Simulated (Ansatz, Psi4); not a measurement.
Intermolecular potential of H2 ··· BCl3 (SMILES [H][H] and ClB(Cl)Cl). Monomers: optimised at B3LYP-D3(BJ) (def2-TZVP), held rigid. Orientation: lowest of the rigid-body minima from ten starts at GFN2-xTB. The monomers approach along the line of their centres of mass (distance R); nothing else relaxes.

- SAPT0/jun-cc-pVDZ, frozen core (Psi4)
- revPBE/def2-TZVP, counterpoise-corrected (Psi4)
- PBE/def2-TZVP, counterpoise-corrected (Psi4)
- wB97M-V/def2-TZVP, counterpoise-corrected (Psi4)
- CCSD(T)/aug-cc-pVTZ = CCSD(T) on RHF/aug-cc-pVTZ, frozen core, counterpoise-corrected (Ansatz, an electronic-structure program)

Cost and agreement with CCSD(T)/aug-cc-pVTZ over the 12 points of the scan, with CCSD(T)/aug-cc-pVTZ as yardstick. Costs are rough ratios of core time within Psi4 on shared cores, each with its mean field (Kohn-Sham runs search longer for lower solutions than correlated ones do); the miss is the largest difference from CCSD(T) of the interaction energy, in kcal/mol.

Which is the cheapest of these levels that stays within 0.59 kcal/mol of CCSD(T)/aug-cc-pVTZ?

PBE/def2-TZVP.

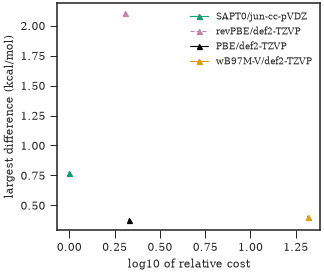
Figure. Miss against cost, one point a level.

```
level              relative cost  largest difference
-----------------  -------------  ------------------
SAPT0/jun-cc-pVDZ              1                0.77
revPBE/def2-TZVP               2                2.10
PBE/def2-TZVP                  2                0.38
wB97M-V/def2-TZVP             20                0.40
```

Costs within a factor of two of each other count as equal.
